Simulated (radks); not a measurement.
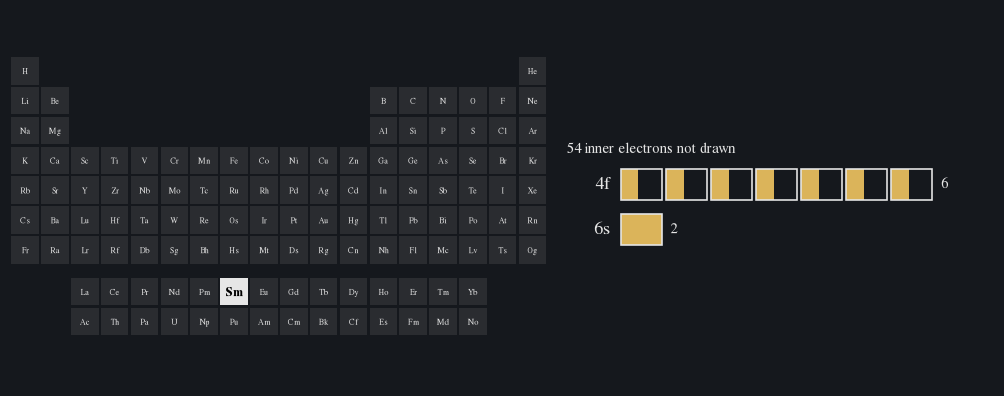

*Left, the place of samarium in the periodic table; right, the outer shells as the input fills them: a box for each of the 2l + 1 orbitals, shaded by the share of the shell that is filled, with the electron count at the right.*

## Atomic calculation, with input and output: Sm

The neutral samarium atom in the configuration [Xe] 4f6 6s2 (open shells shared over both j by 2j + 1). Computed at this level: Dirac Kohn-Sham, PBE, spin-unpolarised, spherical densities, finite nucleus (the in-house radial solver radks).

## Summary

- outcome: converged
- total energy: −10433.8184 hartree
- kinetic energy: 11311.8328 hartree
- electron–nucleus energy: −25564.5055 hartree
- Hartree energy: 4055.2114 hartree
- exchange–correlation energy: −236.357125 hartree
- radius at density 0.001 e/bohr³: 5.29 bohr
- SCF iterations: 15
- hardware: 1 CPU thread, shared host
- wall time: 3.7 s

## Input
```
Z 62
configuration [Xe] 4f6 6s2
relativity Dirac
functional pbe,pbe
spin unpolarised
j_filling average
nucleus finite rms 5.0819 fm
c 137.035999084
```

Energies in input and log are in hartree, lengths in bohr (the nuclear radius in fm).

## Log
```
1s1/2   1   2.0000       -1713.48142773
2s1/2   1   2.0000        -279.87353908
2p1/2   1   2.0000        -265.29459676
2p3/2   1   4.0000        -243.14072717
3s1/2   1   2.0000         -61.31912939
3p1/2   1   2.0000         -55.04219164
3p3/2   1   4.0000         -50.55620446
3d3/2   1   4.0000         -39.66649145
3d5/2   1   6.0000         -38.69220600
4s1/2   1   2.0000         -12.18437428
4p1/2   1   2.0000          -9.77717214
4p3/2   1   4.0000          -8.79256808
4d3/2   1   4.0000          -4.83098084
4d5/2   1   6.0000          -4.65508359
4f5/2   1   2.5714          -0.10195405
4f7/2   1   3.4286          -0.08210860
5s1/2   1   2.0000          -1.58742554
5p1/2   1   2.0000          -0.94450928
5p3/2   1   4.0000          -0.81504570
6s1/2   1   2.0000          -0.13166174
Etot -10433.818431131278
Ekin 11311.832819216474
Encl -25564.505539050733
Eh 4055.211413281045
Exc -236.35712457806324
err 4.231664656082718e-09
it 15
```

## Orbitals

```
orbital  occupation  energy (eV)  ⟨r⟩ (bohr)  outer maximum (bohr)
     1s           2     −46626.2     0.02274                0.0145
     2s           2      −7615.7     0.09649                0.0823
  2p1/2           2      −7219.0     0.08073                0.0624
  2p3/2           4      −6616.2     0.08736                0.0680
     3s           2      −1668.6      0.2545                 0.234
  3p1/2           2      −1497.8      0.2442                 0.221
  3p3/2           4      −1375.7      0.2569                 0.233
  3d3/2           4      −1079.4      0.2286                 0.186
  3d5/2           6      −1052.9      0.2326                 0.189
     4s           2     −331.554      0.5791                 0.540
  4p1/2           2     −266.050      0.5932                 0.546
  4p3/2           4     −239.258      0.6221                 0.571
  4d3/2           4     −131.458      0.6647                 0.583
  4d5/2           6     −126.671      0.6751                 0.591
     5s           2      −43.196       1.411                  1.26
  5p1/2           2      −25.701       1.595                  1.38
  5p3/2           4      −22.179       1.692                  1.46
     6s           2       −3.583       4.322                  3.68
  4f5/2       2.571       −2.774       1.008                 0.611
  4f7/2       3.429       −2.234       1.031                 0.616
```

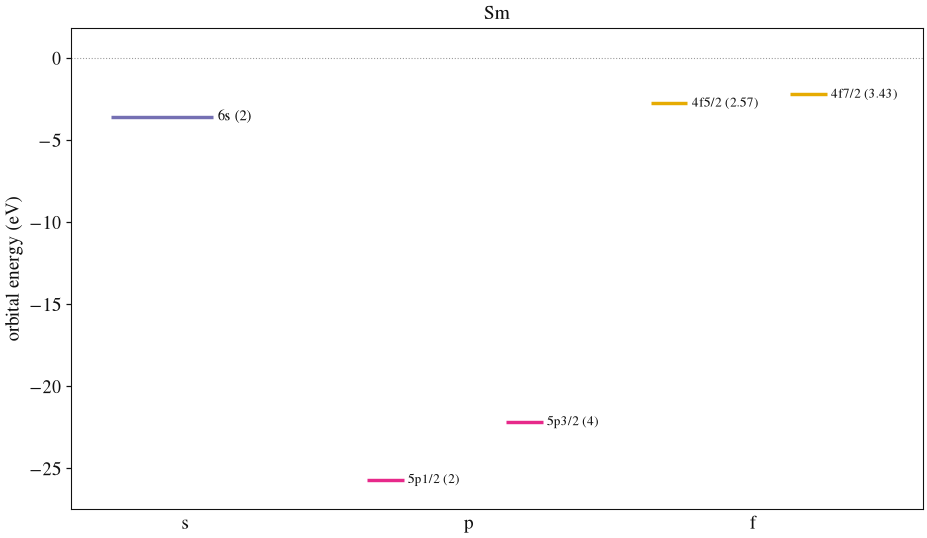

*The outer levels are drawn by angular momentum (occupations in brackets, the lower j at the left of each column).*

The highest occupied level is 4f7/2 at −2.23 eV. From the top down the occupied levels run 4f7/2 (−2.23 eV), 4f5/2 (−2.77 eV), 6s (−3.58 eV), 5p3/2 (−22.2 eV), 5p1/2 (−25.7 eV). Spin-orbit splittings: 4f 0.540 eV, 5p 3.52 eV.

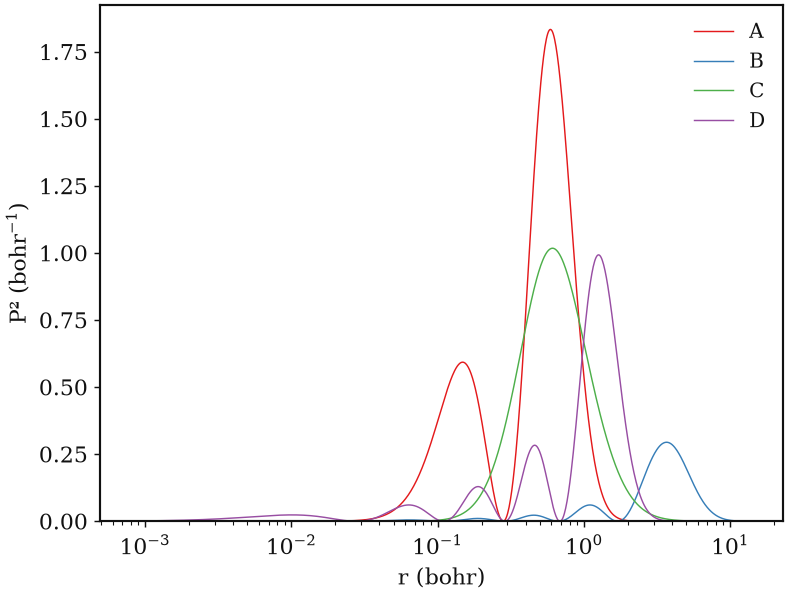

*The radial probability densities P² (large components) of 6s, 4d5/2, 4f5/2 and 5s.*

A is 4d5/2; B is 6s; C is 4f5/2; D is 5s. 4d5/2: outer maximum at 0.591 bohr, ⟨r⟩ = 0.675 bohr, 1 node, eigenvalue −126.7 eV; 4f5/2: outer maximum at 0.611 bohr, ⟨r⟩ = 1.01 bohr, 0 nodes, eigenvalue −2.77 eV; 5s: outer maximum at 1.26 bohr, ⟨r⟩ = 1.41 bohr, 4 nodes, eigenvalue −43.2 eV; 6s: outer maximum at 3.68 bohr, ⟨r⟩ = 4.32 bohr, 5 nodes, eigenvalue −3.58 eV.
